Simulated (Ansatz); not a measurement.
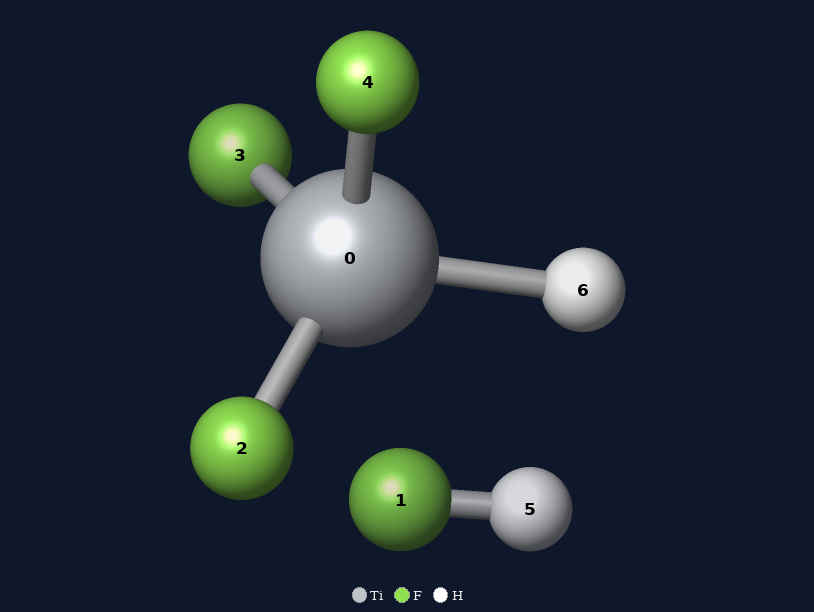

Starting geometry of the run. Atoms are numbered from 0, in the order of the input.

Input file:

```yaml
crystal:
  periodic: [false, false, false]
  atoms:
    - {symbol: Ti, position_ang: [-0.533195, -0.150428, 0.382177]}
    - {symbol: F, position_ang: [1.033191, 0.899738, -1.122968]}
    - {symbol: F, position_ang: [-1.486845, -0.115690, -1.080219]}
    - {symbol: F, position_ang: [-0.235243, 1.341589, 1.239123]}
    - {symbol: F, position_ang: [-1.386631, -1.181885, 1.490801]}
    - {symbol: H, position_ang: [1.757726, 0.321823, -1.150340]}
    - {symbol: H, position_ang: [0.850898, -1.115146, 0.241525]}
basis:
  gaussian: {orbitals: def2-TZVPP}
hamiltonian: {xc: {name: B3LYP}, dispersion: d4}
```

It was started with:

```sh
ansatz run in.yaml --threads 8 --pin off --events-out ev --progress --plain --max-ram 19148MiB
```

Output:

```
Functional definition: B3LYP
  name "B3LYP"
  cite "Stephens, Devlin, Chabalowski & Frisch, J. Phys. Chem. 98, 11623 (1994) doi:10.1021/j100096a001"
  cite "Becke, Phys. Rev. A 38, 3098 (1988) doi:10.1103/PhysRevA.38.3098"
  cite "Lee, Yang & Parr, Phys. Rev. B 37, 785 (1988) doi:10.1103/PhysRevB.37.785"
  cite "Vosko, Wilk & Nusair, Can. J. Phys. 58, 1200 (1980) doi:10.1139/p80-159"
  parameter a0 = 0.2
  parameter ax = 0.72
  parameter ac = 0.81
  exchange = (1 - a0 - ax)*slater_x + ax*b88_x + a0*exact_x
  correlation = (1 - ac)*vwn_rpa_c + ac*lyp_c
1240 factors; their error is unknown
mean field evaluation 1: about -34019.2139 eV, gradient 7.3e1 eV
mean field evaluation 2: about -33890.7763 eV, gradient 3.4e2 eV
mean field evaluation 4: about -34026.0464 eV, gradient 1.9e1 eV
mean field evaluation 8: about -34026.6445 eV, gradient 6.9e-2 eV
mean field evaluation 16: about -34026.7790 eV, gradient 7.0e-5 eV
mean field -34026.77895337 eV, -1250.4610623573 hartree, gradient 7.0e-5 eV, S^2 0.000000; 0 other end points of the search recorded, 0 dependent functions left out
reference -34026.77922377 eV, -1250.4610722944 hartree; 30, 30 occupied and 186, 186 virtual orbitals, 1240 factors
Total energy: -34026.95944331 eV, -1250.4676952401 hartree
```
